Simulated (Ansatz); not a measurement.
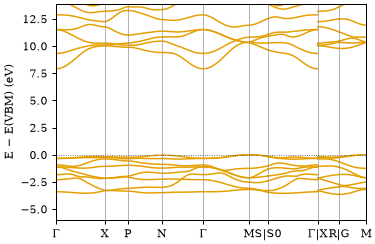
Fig. 1. Band structure from DFT-r²SCAN in the program Ansatz with PAW potentials

Read off the gap and where the band edges lie.

About 7.9 eV (7.90 eV by a search for the band edges); maximum at M, minimum at Γ.

The material is SiCO$_{4}$ in space group I-4 (No. 82; Si on 2a, C on 2c, O on 8g).

The start of the workflow was typed in or built on a structure type; neither database checked (COD, Materials Project) lists it. Whether it is the stable phase at ambient conditions was not checked. The cell was relaxed with r²SCAN under the symmetry of its start; whether a distortion lowers the energy is not shown.

Potentials: the earlier of the program's two PAW sets.
